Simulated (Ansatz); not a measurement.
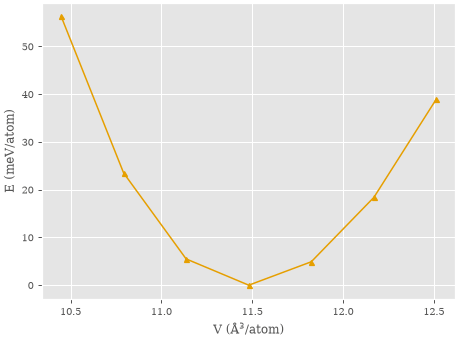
Figure. Cu (body-centred tetragonal, space group No. 139) under volume change, r²SCAN (plane waves, PAW; program Ansatz), shape and atoms relaxed at each volume.

### Question
What does a third-order Birch–Murnaghan fit give for V₀, B₀ and B′?

### Answer
V₀ = 11.48 Å³/atom, B₀ = 160 GPa, B′ = 5.1.

Space group I4/mmm (body-centred tetragonal). The workflow started from a Materials Project entry (that database holds measured and hypothetical structures alike); the Crystallography Open Database copy checked does not list it. It is not the phase usual at ambient conditions (space group No. 225). The cell was relaxed with r²SCAN under the symmetry of its start. At this level the phase is mechanically unstable. The run is not spin-polarised.

Potentials: the later of the program's two PAW sets.
